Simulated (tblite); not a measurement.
## Run report: Ga2P2H7Br, geometry relaxation (part 2 of 2)

Continued. System: Ga2P2H7Br, SMILES [Br][GaH-]1[PH2+][GaH2-][PH2+]1. Method: GFN2-xTB geometry optimisation, gas phase (tblite 0.8.0). 

Geometry of the input (Å):
```
P  0.6811  -1.7393  -1.7850
Ga -0.7956  -0.4748  -3.0463
P  -0.6772  1.2395  -1.5393
Ga 0.7992  0.0089  -0.2563
Br -0.1734  -0.5944  1.8387
H  1.8609  -1.9109  -2.4289
H  0.0555  -2.8134  -1.2490
H  -2.1732  -1.0931  -3.0792
H  -0.1930  -0.0828  -4.4005
H  -1.8514  1.4289  -0.8946
H  -0.0636  2.3761  -2.0648
H  2.1801  0.6382  -0.1824
```

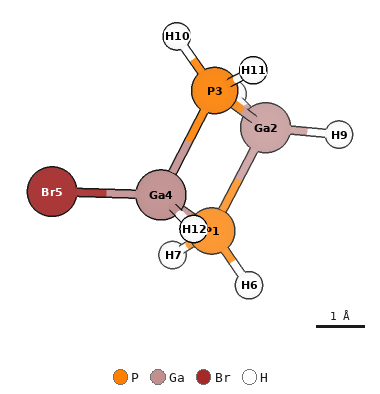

The geometry at step 52 of the log (ball-and-stick view, seen at a tilt; atoms are numbered from 1 in the order of the input).

Trajectory as extended XYZ, continued:
```
12
Properties=species:S:1:pos:R:3:forces:R:3 step=34 energy=-412.30724
P     0.6653   -1.7729   -1.8016    0.0020  -0.0110   0.0000
Ga   -0.8772   -0.4959   -3.2358   -0.0100  -0.0060  -0.0150
P    -0.7160    1.2893   -1.5475   -0.0060  -0.0250   0.0210
Ga    0.8397    0.0138   -0.0781   -0.0140   0.0010  -0.0180
Br   -0.0452   -0.5520    1.9348   -0.0020  -0.0010   0.0150
H     1.8792   -2.1797   -2.3178    0.0010   0.0020   0.0000
H     0.2533   -3.0163   -1.3660   -0.0040  -0.0010  -0.0020
H    -2.2841   -1.1380   -3.1460    0.0150   0.0070  -0.0010
H    -0.1831   -0.0746   -4.5561    0.0010  -0.0010   0.0230
H    -1.8912    1.7232   -0.9671    0.0010   0.0030  -0.0070
H    -0.2517    2.5324   -1.9226    0.0050   0.0260  -0.0060
H     2.2603    0.6537   -0.0837    0.0100   0.0060  -0.0100
12
Properties=species:S:1:pos:R:3:forces:R:3 step=36 energy=-412.30735
P     0.6645   -1.7734   -1.8004   -0.0020  -0.0080  -0.0090
Ga   -0.8770   -0.4955   -3.2370    0.0010  -0.0040   0.0090
P    -0.7166    1.2882   -1.5458   -0.0040  -0.0060   0.0040
Ga    0.8395    0.0138   -0.0776   -0.0040   0.0010  -0.0010
Br   -0.0435   -0.5516    1.9375    0.0040   0.0030   0.0020
H     1.8791   -2.1785   -2.3162    0.0000   0.0010   0.0010
H     0.2519   -3.0176   -1.3676   -0.0010   0.0000   0.0000
H    -2.2824   -1.1371   -3.1480   -0.0020   0.0000   0.0000
H    -0.1838   -0.0749   -4.5557    0.0120   0.0050   0.0070
H    -1.8931    1.7232   -0.9690    0.0020   0.0030  -0.0040
H    -0.2509    2.5317   -1.9215   -0.0010   0.0070   0.0000
H     2.2617    0.6546   -0.0861   -0.0070  -0.0010  -0.0090
12
Properties=species:S:1:pos:R:3:forces:R:3 step=38 energy=-412.30739
P     0.6642   -1.7741   -1.8009   -0.0030   0.0010  -0.0030
Ga   -0.8770   -0.4958   -3.2365    0.0050  -0.0010   0.0070
P    -0.7169    1.2876   -1.5454    0.0050   0.0150  -0.0070
Ga    0.8391    0.0139   -0.0779   -0.0010  -0.0020   0.0040
Br   -0.0432   -0.5514    1.9380    0.0070   0.0040  -0.0020
H     1.8792   -2.1782   -2.3161    0.0030  -0.0020  -0.0010
H     0.2515   -3.0179   -1.3678   -0.0010  -0.0050   0.0000
H    -2.2821   -1.1369   -3.1481   -0.0060  -0.0030   0.0000
H    -0.1830   -0.0746   -4.5545    0.0110   0.0050   0.0060
H    -1.8932    1.7234   -0.9695   -0.0030   0.0030   0.0000
H    -0.2509    2.5321   -1.9213   -0.0060  -0.0120   0.0050
H     2.2617    0.6548   -0.0874   -0.0100  -0.0030  -0.0090
12
Properties=species:S:1:pos:R:3:forces:R:3 step=40 energy=-412.30749
P     0.6626   -1.7760   -1.8017    0.0000   0.0140   0.0170
Ga   -0.8761   -0.4965   -3.2354    0.0060   0.0070  -0.0060
P    -0.7178    1.2868   -1.5438    0.0070   0.0270  -0.0180
Ga    0.8379    0.0138   -0.0773    0.0010  -0.0090  -0.0010
Br   -0.0394   -0.5499    1.9412    0.0080   0.0030  -0.0040
H     1.8795   -2.1771   -2.3144    0.0020  -0.0070  -0.0040
H     0.2499   -3.0199   -1.3696    0.0020  -0.0100  -0.0010
H    -2.2817   -1.1364   -3.1501   -0.0080  -0.0030   0.0010
H    -0.1799   -0.0731   -4.5521    0.0080   0.0030   0.0090
H    -1.8951    1.7244   -0.9722   -0.0100   0.0020   0.0070
H    -0.2510    2.5318   -1.9195   -0.0070  -0.0240   0.0070
H     2.2605    0.6550   -0.0927   -0.0100  -0.0040  -0.0070
12
Properties=species:S:1:pos:R:3:forces:R:3 step=42 energy=-412.30763
P     0.6599   -1.7783   -1.8012    0.0090   0.0100   0.0310
Ga   -0.8742   -0.4969   -3.2344   -0.0030   0.0130  -0.0110
P    -0.7193    1.2867   -1.5416   -0.0120   0.0010  -0.0150
Ga    0.8362    0.0129   -0.0762    0.0000  -0.0120  -0.0110
Br   -0.0318   -0.5469    1.9468    0.0050   0.0020  -0.0010
H     1.8799   -2.1754   -2.3111   -0.0080  -0.0070  -0.0030
H     0.2471   -3.0240   -1.3732    0.0070  -0.0040  -0.0040
H    -2.2814   -1.1357   -3.1538    0.0000   0.0000   0.0010
H    -0.1747   -0.0707   -4.5485    0.0070   0.0020   0.0080
H    -1.8992    1.7261   -0.9766   -0.0050  -0.0010   0.0100
H    -0.2510    2.5300   -1.9159    0.0050  -0.0010  -0.0020
H     2.2579    0.6551   -0.1016   -0.0050  -0.0030  -0.0040
12
Properties=species:S:1:pos:R:3:forces:R:3 step=44 energy=-412.30779
P     0.6581   -1.7798   -1.7983    0.0070  -0.0070   0.0160
Ga   -0.8726   -0.4963   -3.2340   -0.0120   0.0080  -0.0010
P    -0.7218    1.2867   -1.5408   -0.0290  -0.0280   0.0010
Ga    0.8344    0.0110   -0.0761   -0.0030  -0.0040  -0.0100
Br   -0.0237   -0.5437    1.9519    0.0030   0.0000   0.0020
H     1.8795   -2.1744   -2.3083   -0.0170  -0.0020   0.0020
H     0.2451   -3.0281   -1.3770    0.0110   0.0060  -0.0020
H    -2.2812   -1.1350   -3.1573    0.0110   0.0040   0.0000
H    -0.1686   -0.0680   -4.5438    0.0100   0.0030  -0.0030
H    -1.9036    1.7277   -0.9800    0.0030  -0.0040   0.0080
H    -0.2506    2.5280   -1.9127    0.0150   0.0250  -0.0110
H     2.2545    0.6547   -0.1110    0.0020  -0.0010  -0.0010
12
Properties=species:S:1:pos:R:3:forces:R:3 step=46 energy=-412.30794
P     0.6568   -1.7814   -1.7949   -0.0070  -0.0090  -0.0090
Ga   -0.8719   -0.4952   -3.2332   -0.0060   0.0000   0.0030
P    -0.7257    1.2859   -1.5409   -0.0130  -0.0120   0.0100
Ga    0.8322    0.0088   -0.0772   -0.0040   0.0090  -0.0010
Br   -0.0167   -0.5409    1.9560    0.0020   0.0010  -0.0010
H     1.8781   -2.1738   -2.3062   -0.0110   0.0000   0.0030
H     0.2441   -3.0317   -1.3801    0.0090   0.0020   0.0050
H    -2.2803   -1.1342   -3.1598    0.0110   0.0040  -0.0030
H    -0.1615   -0.0651   -4.5385    0.0090   0.0020  -0.0090
H    -1.9072    1.7290   -0.9820    0.0000  -0.0020   0.0090
H    -0.2498    2.5272   -1.9105    0.0070   0.0060  -0.0080
H     2.2513    0.6543   -0.1202    0.0040   0.0000   0.0000
12
Properties=species:S:1:pos:R:3:forces:R:3 step=48 energy=-412.30799
P     0.6559   -1.7824   -1.7944   -0.0130   0.0020  -0.0080
Ga   -0.8719   -0.4949   -3.2328    0.0060   0.0020  -0.0060
P    -0.7275    1.2852   -1.5406    0.0040   0.0110   0.0040
Ga    0.8314    0.0087   -0.0776   -0.0020   0.0090   0.0000
Br   -0.0148   -0.5401    1.9571    0.0030   0.0010  -0.0020
H     1.8771   -2.1737   -2.3055   -0.0030  -0.0010  -0.0010
H     0.2444   -3.0328   -1.3806    0.0050  -0.0070   0.0090
H    -2.2793   -1.1337   -3.1607    0.0020   0.0000  -0.0030
H    -0.1589   -0.0641   -4.5372    0.0050   0.0000  -0.0030
H    -1.9084    1.7294   -0.9819   -0.0060   0.0010   0.0110
H    -0.2493    2.5270   -1.9103   -0.0030  -0.0170  -0.0010
H     2.2507    0.6542   -0.1229    0.0020  -0.0010   0.0010
12
Properties=species:S:1:pos:R:3:forces:R:3 step=50 energy=-412.30808
P     0.6527   -1.7841   -1.7942   -0.0090   0.0100   0.0030
Ga   -0.8712   -0.4939   -3.2330    0.0170   0.0070  -0.0150
P    -0.7306    1.2845   -1.5389    0.0110   0.0160  -0.0030
Ga    0.8297    0.0095   -0.0781    0.0040   0.0020  -0.0030
Br   -0.0099   -0.5382    1.9595    0.0010   0.0010  -0.0010
H     1.8749   -2.1734   -2.3038    0.0050   0.0010  -0.0060
H     0.2451   -3.0356   -1.3810   -0.0020  -0.0100   0.0110
H    -2.2775   -1.1329   -3.1633   -0.0100  -0.0040  -0.0060
H    -0.1538   -0.0624   -4.5358   -0.0010  -0.0020   0.0060
H    -1.9114    1.7301   -0.9811   -0.0040   0.0060   0.0090
H    -0.2483    2.5251   -1.9098   -0.0110  -0.0250   0.0040
H     2.2498    0.6540   -0.1280   -0.0010  -0.0010   0.0010
12
Properties=species:S:1:pos:R:3:forces:R:3 step=52 energy=-412.30817
P     0.6490   -1.7856   -1.7933    0.0020  -0.0010   0.0080
Ga   -0.8697   -0.4924   -3.2340    0.0070   0.0020  -0.0070
P    -0.7339    1.2843   -1.5371    0.0000  -0.0060  -0.0010
Ga    0.8278    0.0102   -0.0788    0.0060  -0.0040  -0.0030
Br   -0.0038   -0.5358    1.9623    0.0000   0.0010   0.0000
H     1.8725   -2.1728   -2.3021    0.0020   0.0070  -0.0060
H     0.2458   -3.0392   -1.3812   -0.0060  -0.0010   0.0090
H    -2.2761   -1.1321   -3.1666   -0.0080  -0.0010  -0.0090
H    -0.1478   -0.0604   -4.5337   -0.0010   0.0000   0.0030
H    -1.9150    1.7312   -0.9800    0.0070   0.0070   0.0040
H    -0.2477    2.5220   -1.9090   -0.0090  -0.0040   0.0020
H     2.2482    0.6534   -0.1340    0.0000   0.0010   0.0010
12
Properties=species:S:1:pos:R:3:forces:R:3 step=54 energy=-412.30821
P     0.6480   -1.7861   -1.7924    0.0050  -0.0080   0.0030
Ga   -0.8688   -0.4918   -3.2348   -0.0100  -0.0080   0.0060
P    -0.7350    1.2839   -1.5366   -0.0080  -0.0150   0.0030
Ga    0.8276    0.0101   -0.0793    0.0030  -0.0040   0.0010
Br   -0.0019   -0.5349    1.9629    0.0000   0.0010  -0.0010
H     1.8718   -2.1721   -2.3021   -0.0030   0.0080  -0.0020
H     0.2457   -3.0404   -1.3804   -0.0030   0.0050   0.0060
H    -2.2762   -1.1320   -3.1682    0.0030   0.0040  -0.0120
H    -0.1455   -0.0596   -4.5326    0.0040   0.0030  -0.0050
H    -1.9156    1.7321   -0.9791    0.0100   0.0050   0.0010
H    -0.2482    2.5205   -1.9088   -0.0040   0.0080  -0.0010
H     2.2476    0.6532   -0.1360    0.0030   0.0020   0.0010
12
Properties=species:S:1:pos:R:3:forces:R:3 step=56 energy=-412.30830
P     0.6454   -1.7882   -1.7904    0.0020  -0.0040  -0.0030
Ga   -0.8674   -0.4913   -3.2362   -0.0250  -0.0200   0.0180
P    -0.7383    1.2816   -1.5352   -0.0060  -0.0050   0.0040
Ga    0.8274    0.0098   -0.0805    0.0000  -0.0060   0.0060
Br    0.0025   -0.5328    1.9644    0.0010   0.0020  -0.0020
H     1.8698   -2.1698   -2.3026   -0.0070   0.0030   0.0020
H     0.2451   -3.0431   -1.3775    0.0030   0.0090   0.0010
H    -2.2760   -1.1312   -3.1737    0.0110   0.0070  -0.0150
H    -0.1397   -0.0576   -4.5304    0.0070   0.0050  -0.0090
H    -1.9162    1.7350   -0.9765    0.0050  -0.0010   0.0010
H    -0.2500    2.5174   -1.9081    0.0030   0.0090  -0.0030
H     2.2469    0.6532   -0.1408    0.0060   0.0030   0.0000
12
Properties=species:S:1:pos:R:3:forces:R:3 step=58 energy=-412.30840
P     0.6417   -1.7910   -1.7882   -0.0030   0.0090  -0.0030
Ga   -0.8668   -0.4916   -3.2371   -0.0090  -0.0130   0.0070
P    -0.7428    1.2787   -1.5329    0.0050   0.0120  -0.0010
Ga    0.8269    0.0093   -0.0813    0.0020  -0.0040   0.0050
Br    0.0092   -0.5298    1.9671    0.0000   0.0000   0.0010
H     1.8669   -2.1668   -2.3022   -0.0040  -0.0050   0.0030
H     0.2446   -3.0465   -1.3746    0.0070   0.0050  -0.0020
H    -2.2749   -1.1298   -3.1820   -0.0020   0.0000  -0.0160
H    -0.1324   -0.0549   -4.5285    0.0000   0.0000   0.0060
H    -1.9177    1.7383   -0.9737   -0.0040  -0.0050   0.0040
H    -0.2517    2.5136   -1.9070    0.0050  -0.0020  -0.0030
H     2.2463    0.6532   -0.1471    0.0030   0.0020   0.0000
12
Properties=species:S:1:pos:R:3:forces:R:3 step=60 energy=-412.30846
P     0.6395   -1.7918   -1.7872   -0.0030   0.0100   0.0000
Ga   -0.8671   -0.4926   -3.2371    0.0110   0.0040  -0.0070
P    -0.7450    1.2779   -1.5315    0.0060   0.0070  -0.0020
Ga    0.8268    0.0086   -0.0812    0.0050   0.0020   0.0000
Br    0.0135   -0.5279    1.9692   -0.0020  -0.0010   0.0060
H     1.8651   -2.1655   -2.3014   -0.0010  -0.0060   0.0000
H     0.2448   -3.0480   -1.3738    0.0060   0.0020  -0.0020
H    -2.2745   -1.1289   -3.1880   -0.0180  -0.0080  -0.0140
H    -0.1289   -0.0536   -4.5273   -0.0060  -0.0040   0.0190
H    -1.9190    1.7396   -0.9723   -0.0040  -0.0050   0.0040
H    -0.2519    2.5117   -1.9064    0.0050  -0.0010  -0.0040
H     2.2460    0.6533   -0.1504    0.0000   0.0000   0.0000
12
Properties=species:S:1:pos:R:3:forces:R:3 step=62 energy=-412.30858
P     0.6351   -1.7927   -1.7848    0.0040  -0.0030   0.0020
Ga   -0.8671   -0.4948   -3.2374    0.0150   0.0250  -0.0120
P    -0.7490    1.2767   -1.5290    0.0000  -0.0130   0.0030
Ga    0.8273    0.0072   -0.0812    0.0030   0.0160  -0.0030
Br    0.0212   -0.5244    1.9731   -0.0020  -0.0030   0.0070
H     1.8612   -2.1632   -2.3003    0.0010  -0.0030  -0.0020
H     0.2458   -3.0505   -1.3714    0.0010   0.0000  -0.0010
H    -2.2755   -1.1279   -3.2019   -0.0230  -0.0120  -0.0090
H    -0.1214   -0.0509   -4.5223   -0.0070  -0.0060   0.0220
H    -1.9215    1.7419   -0.9685    0.0050  -0.0050  -0.0020
H    -0.2523    2.5079   -1.9061    0.0040   0.0070  -0.0050
H     2.2457    0.6536   -0.1576   -0.0010  -0.0020   0.0010
12
Properties=species:S:1:pos:R:3:forces:R:3 step=64 energy=-412.30871
P     0.6304   -1.7940   -1.7820    0.0080  -0.0100   0.0020
Ga   -0.8669   -0.4962   -3.2381   -0.0150   0.0210   0.0050
P    -0.7537    1.2745   -1.5262    0.0000  -0.0140   0.0040
Ga    0.8283    0.0068   -0.0819   -0.0060   0.0210   0.0030
Br    0.0283   -0.5210    1.9765    0.0020  -0.0010   0.0000
H     1.8562   -2.1609   -2.3007    0.0030  -0.0010  -0.0040
H     0.2475   -3.0531   -1.3672   -0.0020  -0.0030  -0.0010
H    -2.2780   -1.1275   -3.2181   -0.0050  -0.0060  -0.0060
H    -0.1119   -0.0478   -4.5140    0.0030  -0.0010   0.0040
H    -1.9231    1.7445   -0.9628    0.0100  -0.0060  -0.0070
H    -0.2534    2.5035   -1.9069    0.0010   0.0030  -0.0030
H     2.2456    0.6541   -0.1660    0.0010  -0.0020   0.0030
12
Properties=species:S:1:pos:R:3:forces:R:3 step=66 energy=-412.30881
P     0.6282   -1.7954   -1.7805    0.0030  -0.0010   0.0030
Ga   -0.8680   -0.4954   -3.2382   -0.0290   0.0020   0.0160
P    -0.7561    1.2725   -1.5245    0.0080   0.0050  -0.0020
Ga    0.8284    0.0084   -0.0822   -0.0080   0.0090   0.0060
Br    0.0317   -0.5195    1.9779    0.0050   0.0010  -0.0050
H     1.8536   -2.1600   -2.3017    0.0040  -0.0020  -0.0040
H     0.2486   -3.0547   -1.3643   -0.0030  -0.0060  -0.0010
H    -2.2801   -1.1279   -3.2277    0.0090   0.0020  -0.0040
H    -0.1058   -0.0460   -4.5081    0.0090   0.0040  -0.0090
H    -1.9230    1.7455   -0.9594    0.0020  -0.0040  -0.0050
H    -0.2542    2.5010   -1.9079   -0.0040  -0.0110   0.0000
H     2.2459    0.6543   -0.1707    0.0030   0.0000   0.0040
12
Properties=species:S:1:pos:R:3:forces:R:3 step=68 energy=-412.30889
P     0.6261   -1.7967   -1.7786   -0.0030   0.0050   0.0020
Ga   -0.8704   -0.4941   -3.2376   -0.0080  -0.0060   0.0050
P    -0.7580    1.2708   -1.5228    0.0060   0.0100  -0.0040
Ga    0.8280    0.0104   -0.0817    0.0000  -0.0030   0.0020
Br    0.0370   -0.5174    1.9804    0.0040   0.0020  -0.0030
H     1.8515   -2.1591   -2.3017    0.0010  -0.0010  -0.0030
H     0.2492   -3.0570   -1.3628   -0.0020  -0.0040  -0.0010
H    -2.2814   -1.1281   -3.2379    0.0050   0.0020   0.0000
H    -0.1005   -0.0444   -4.5040    0.0030   0.0040  -0.0020
H    -1.9236    1.7461   -0.9576   -0.0040  -0.0010  -0.0010
H    -0.2546    2.4981   -1.9082   -0.0040  -0.0100   0.0000
H     2.2461    0.6543   -0.1746    0.0010   0.0010   0.0050
12
Properties=species:S:1:pos:R:3:forces:R:3 step=69 energy=-412.30890
P     0.6257   -1.7968   -1.7782   -0.0020   0.0020   0.0010
Ga   -0.8709   -0.4941   -3.2374    0.0000  -0.0020   0.0000
P    -0.7582    1.2707   -1.5225    0.0020   0.0030  -0.0020
Ga    0.8279    0.0104   -0.0815    0.0020  -0.0020   0.0000
Br    0.0383   -0.5169    1.9810    0.0020   0.0010   0.0000
H     1.8512   -2.1589   -2.3015   -0.0010   0.0010  -0.0020
H     0.2492   -3.0575   -1.3629   -0.0010  -0.0020  -0.0010
H    -2.2815   -1.1279   -3.2397    0.0010   0.0010   0.0010
H    -0.1000   -0.0442   -4.5038    0.0010   0.0020   0.0020
H    -1.9240    1.7462   -0.9577   -0.0020  -0.0010  -0.0010
H    -0.2545    2.4975   -1.9081   -0.0020  -0.0040  -0.0020
H     2.2461    0.6543   -0.1751    0.0010   0.0010   0.0050
```
